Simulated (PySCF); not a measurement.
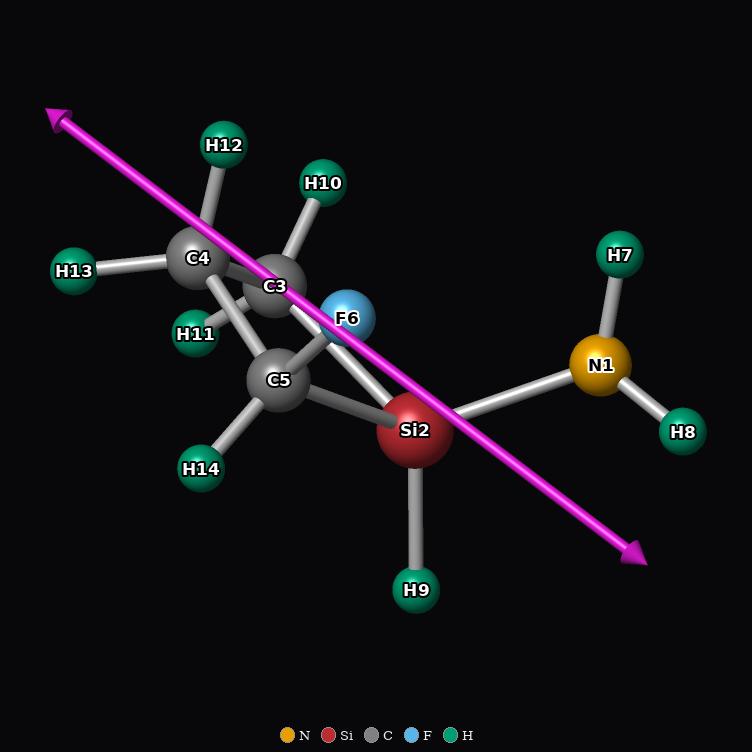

The double arrow shows the direction of the transition dipole to excited singlet state 2 (its length means nothing). The computed structure is the end point of a GFN2-xTB optimisation. No frequency run is at hand to confirm it as a minimum. Method: TDDFT PBE0/def2-SVPD, vertical, gas phase, core orbitals frozen in the response (PySCF 2.14.0).

### How is the transition polarised?

Nearly parallel to the Si2–C3 bond.

### Where does the transition lie, and how strong is it?

6.65 eV (186 nm), oscillator strength 0.040, mainly HOMO → LUMO+1 (weight 0.96); transition dipole 1.26 D.

The geometry is semi-empirical. Around Si such bond lengths and angles can be off by a tenth of an ångström or more and by several degrees, and values that hang on the shape move with them.
